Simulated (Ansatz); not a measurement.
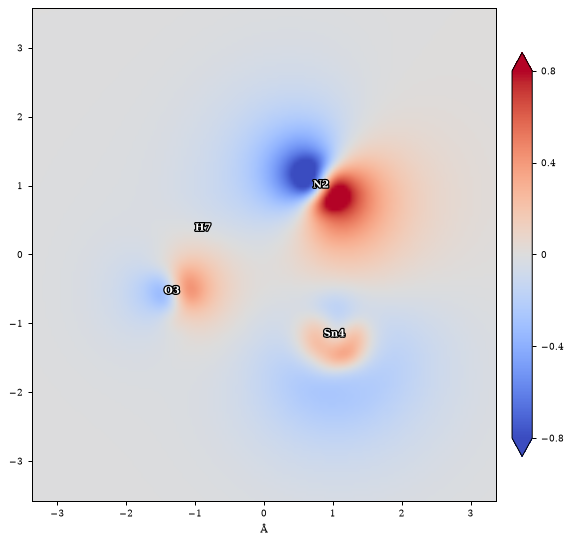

FH4NOSn (SMILES [NH2][Sn-]([OH2+])[F]). The HOMO on the plane of atoms N2, Sn4 and O3 (values in Å⁻³ᐟ²; the overall sign is arbitrary).

Geometry: BLYP-D3(BJ)/def2-SVP; core potentials replace the inner electrons of Sn.

The calculation used isolated molecule in a Gaussian basis; Kohn-Sham density functional theory, functional PBE0 in Ansatz 0.2.0.

```xyz
8

F    -1.4616    2.1611   -2.7405
N     0.5882    1.3877   -0.7813
O    -0.2875   -0.3237   -2.6108
Sn   -1.5412    1.0550   -1.0459
H     0.8899    2.2707   -1.2220
H     0.9984    1.3555    0.1626
H     0.4673    0.0996   -2.0717
H    -0.4368    0.3525   -3.3157
```

Describe this orbital and give its energy.

Answer. Its weight (Hirshfeld) is mainly on N2 (about 50 %) and Sn4 (about 35 %). Its energy is −7.15 eV.
